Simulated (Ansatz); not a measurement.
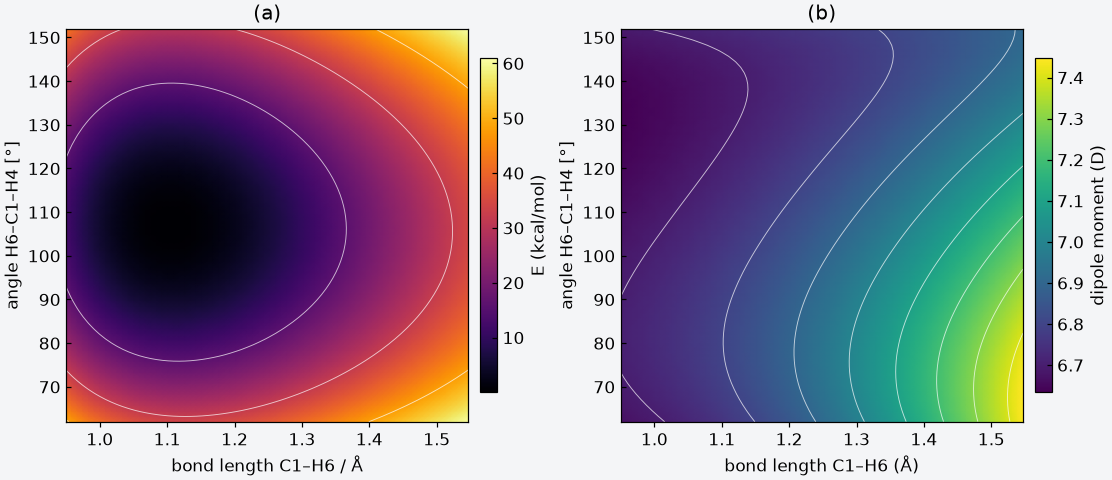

CH6CuN, SMILES [CH3][Cu-][NH3+]. 
- The first coordinate is: bond length C1–H6; the second: angle H6–C1–H4.
- Nothing is relaxed (all other coordinates rigid).
- The scan uses a 15 × 15 grid.
- Energies: kcal/mol, counted from the relaxed molecule at the same level.
- Theory: Ansatz, RKS PBE0-D4/def2-SVP.

Panel (a) is the energy and panel (b) the computed dipole moment on the same grid.

In the figure: a smooth colour map with a few white contour lines. Between grid points the surface is interpolated.

**How does the dipole moment vary over the map, and what is it at the lowest grid point?**

Leaving out the highest fifth of the energies, it runs from 6.63 D at bond length C1–H6 = 0.950 Å, angle H6–C1–H4 = 132.8° to 7.29 D at bond length C1–H6 = 1.504 Å, angle H6–C1–H4 = 87.8°. At the lowest grid point, bond length C1–H6 = 1.121 Å, angle H6–C1–H4 = 107.0°, it is 6.76 D.
